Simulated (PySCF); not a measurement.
Vertical excitations of a molecule C₂H₅FN₂Si from TDDFT-M06-2X/def2-SVPD run with PySCF 2.14.0, as energy in eV (oscillator strength): 3.85 (0.000), 5.35 (0.001), 6.65 (0.021), 6.68 (0.017), 6.76 (0.001), 7.23 (0.004), 7.38 (0.045), 7.51 (0.034), 7.73 (0.031), 7.74 (0.023). Lowest triplet (TDA): 3.27 eV. The structure is a stationary point at B3LYP-D3(BJ)/def2-SVP. The values are those of a single conformer.

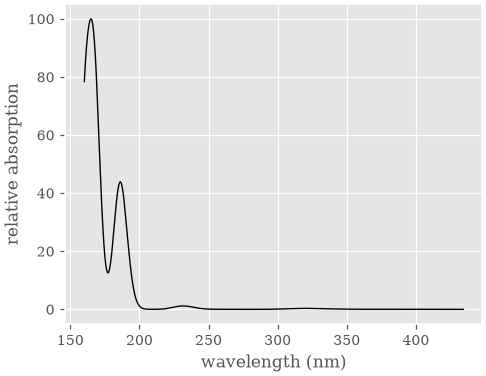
Figure. The lines broadened by 0.4 eV.

Question: Which molecule gave these data?
(A) N#C[C@H](F)[SiH2]N
(B) C#C[Si](N)(N)F
(C) N[Si@]1(F)C=NC1
(D) N[Si@@H]1C=N[C@@H]1F

Answer: D, N[Si@@H]1C=N[C@@H]1F
